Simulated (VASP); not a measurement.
Band structure of ZrS$_{2}$. Computed with PBE GGA, VASP's PBE PAW potentials (set 64) (plane waves; VASP 6.6.1).

The cell holds a wide vacuum, so values per volume refer to the whole cell.

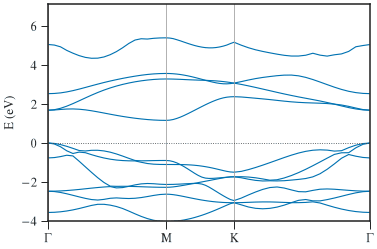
Fig. 1. Bands along high-symmetry lines, zero at the valence-band maximum or, without a gap, the Fermi level

**Question.** Read the plot: is there a gap, and where are the band edges?

**Answer.** The gap is indirect, 1.16 eV, from the valence maximum at Γ to the conduction minimum at M.

The cell is a sheet with vacuum, built from a generated structure.
